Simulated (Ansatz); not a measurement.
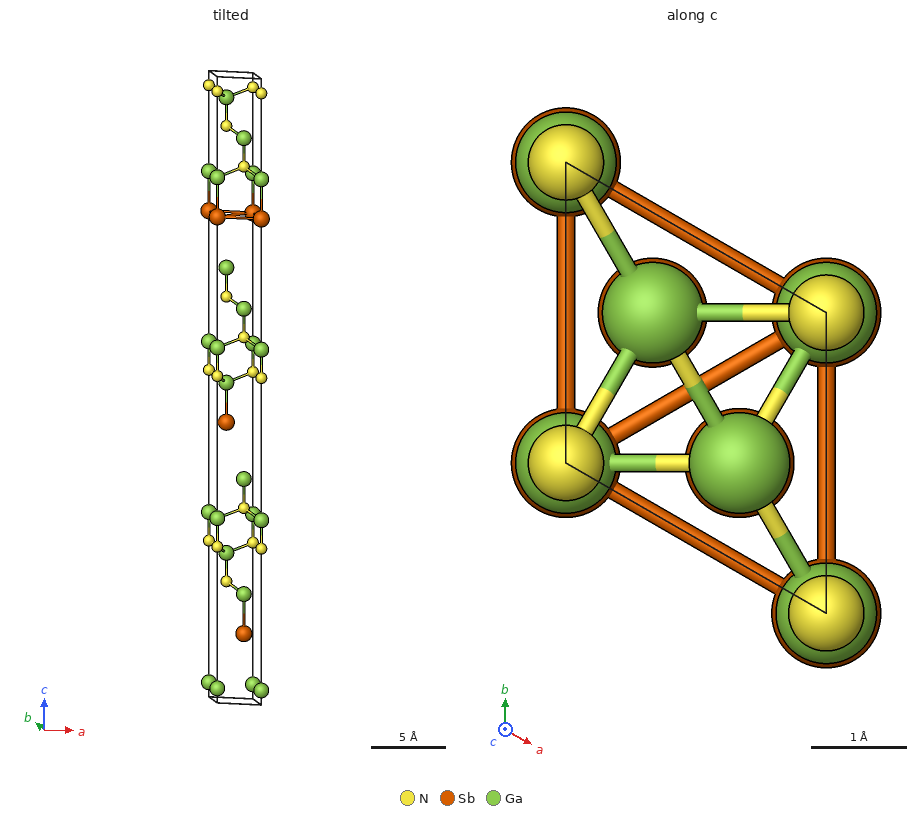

The image is a ball-and-stick drawing of a crystal, viewed slightly off an axis and along the c axis. The frame is the conventional unit cell; atoms at its boundary are shown with their periodic copies.

Ga₄SbN₃, space group R3m (No. 160), a = 3.165 Å, b = 3.165 Å, c = 42.781 Å, α = 90.00°, β = 90.00°, γ = 120.00°. Its origin is a structure type filled with these elements by a generator (whether the compound takes this form wasn't checked). Earlier steps of the study, as a rule a relaxation of our own, may have changed the cell and positions, so they can lie some per cent off the listed ones. It was run through Ansatz as a DFT input.

This one geometry was computed with Ansatz (DFT, plane waves, PAW) at three levels of theory: PBE with spin-orbit coupling, PBE and r2SCAN. It was relaxed beforehand with r2SCAN.

Question: Which level gives the highest pressure at this volume, and what does that say about its equilibrium volume?

Answer: Highest: PBE with spin-orbit coupling (4.0 GPa) and PBE (4.0 GPa), which points to the largest equilibrium volume. Lowest, with the smallest volume: r2SCAN (0.0 GPa). Levels within 0.5 GPa of each other can't be told apart.

Question: How does the band gap change with the level of theory?

Answer: All levels give a metal, though semilocal functionals underestimate gaps and can close a small one.

Question: Collect the results in a table.

Answer:
| level | cutoff (eV) | k-mesh of the run's cell | gap (eV) | pressure (GPa) |
| --- | --- | --- | --- | --- |
| PBE with spin-orbit coupling | 420 | 10×10×10 | metal | 4.0 |
| PBE | 420 | 10×10×10 | metal | 4.0 |
| r2SCAN | 500 | 10×10×10 | metal | 0.0 |

Gaps are taken on the k-mesh or band path of each run.
